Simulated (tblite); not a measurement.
# C25H15NS2: the cost of one run

Programs: tblite 0.8.0 and PySCF 2.14.0, with routines of our own; each step states its level. All values are computed. Atoms count from 0.

## 1. The system as given

43 atoms, charge 0, multiplicity 1; geometry from: force field, distance geometry or constructed start.

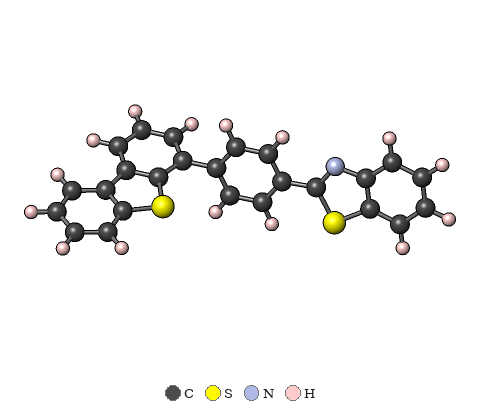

The starting geometry (carbon dark grey, sulfur yellow, nitrogen light blue, hydrogen pink).

## 2. Geometry optimisation with GFN2-xTB

The job: settings as JSON, then the geometry in Å.

```
{"job": {"kind": "relax", "xc": "GFN2-xTB", "basis": "xTB"}, "charge": 0, "multiplicity": 1}
C      8.086100     0.908000     1.190100
C      8.142200    -0.292300     1.877600
C      7.033300    -1.133400     1.974100
C      5.839400    -0.717700     1.338000
S      4.317900    -1.517900     1.277700
C      3.663200    -0.229800     0.329700
C      2.262900    -0.227800    -0.137400
C      1.761300     0.926100    -0.757300
C      0.440700     0.982400    -1.222000
C     -0.425800    -0.109700    -1.072300
C     -1.804700    -0.050900    -1.568400
C     -2.071500    -0.133000    -2.945300
C     -3.368100    -0.080100    -3.429300
C     -4.433900     0.054400    -2.555200
C     -4.226800     0.152000    -1.151400
C     -2.909300     0.094500    -0.675200
S     -2.873000     0.238000     1.038600
C     -4.575900     0.350600     1.171400
C     -5.319200     0.498500     2.364100
C     -6.707100     0.580700     2.289700
C     -7.353600     0.526900     1.061000
C     -6.608700     0.383400    -0.116400
C     -5.187300     0.298200    -0.069200
C      0.070700    -1.269200    -0.460600
C      1.396900    -1.322200     0.005700
N      4.512100     0.746100     0.082400
C      5.753400     0.482500     0.644200
C      6.892000     1.306700     0.571000
H      8.958900     1.550400     1.129500
H      9.077000    -0.591400     2.367700
H      7.082400    -2.070400     2.513300
H      2.395700     1.797100    -0.888000
H      0.084100     1.899400    -1.695700
H     -1.240500    -0.242900    -3.642300
H     -3.545900    -0.146400    -4.507100
H     -5.447100     0.095100    -2.952800
H     -4.817600     0.542600     3.320100
H     -7.290400     0.692900     3.196700
H     -8.434300     0.585200     1.008000
H     -7.131700     0.343100    -1.069100
H     -0.568500    -2.136800    -0.331800
H      1.729300    -2.256200     0.474500
H      6.841800     2.246100     0.024600
```

Started as:

```sh
> OMP_NUM_THREADS=2 python large_run.py task.json out
```

The driver reads the jobs from task.json and runs them one after another.

Q: Estimate the wall time and peak memory of this first job on 2 threads of Arm Neoverse N1, shared host.

About 5.4 s, with a peak of 0.18 GiB.
